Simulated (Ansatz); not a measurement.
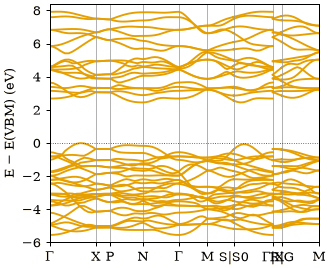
Band structure from r²SCAN in the plane-wave PAW code Ansatz

The gap is 2.42 eV; an edge lies off the plotted path or next to a special point (maximum off the standard path, minimum off the standard path).

The material is VBiO$_{4}$ in space group I4_1/a (No. 88; V on 4a, Bi on 4b, O on 16f).

The r²SCAN relaxation kept the symmetry of its start. The run is not spin-polarised. No Hubbard U is applied. Scalar-relativistic: spin–orbit coupling is off unless named, which matters more the heavier the elements.

Potentials: the later of the program's two PAW sets.
